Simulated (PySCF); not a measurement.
Zn(I)(Me), SMILES [CH3][Zn][I] (CH3IZn), singlet, PBE0/def2-SVP optimised geometry. Atoms within 1.6 Å of the plane z = 1.2 Å (x, y, z in Å): Zn1 (-0.06, 0.16, 0.00), I2 (2.39, 0.16, 0.00), C3 (-2.00, 0.16, 0.00), H4 (-2.39, 0.47, 0.98), H5 (-2.38, -0.85, -0.22).

Calculation: PBE0/def2-TZVP, def2 effective core potentials past Kr in PySCF. The core electrons that the potentials of I replace are not part of the density.

Map of the electrostatic potential (hartree/e), clipped to [-0.08, 0.12] on the plane z = 1.2 Å:

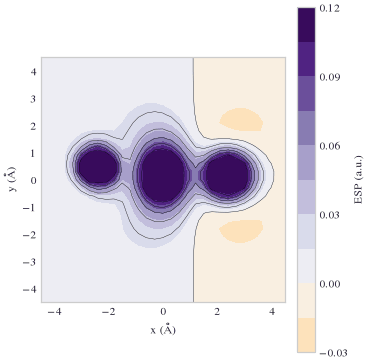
Figure. Electrostatic potential (hartree/e), clipped to [-0.08, 0.12] on the plane z = 1.2 Å.
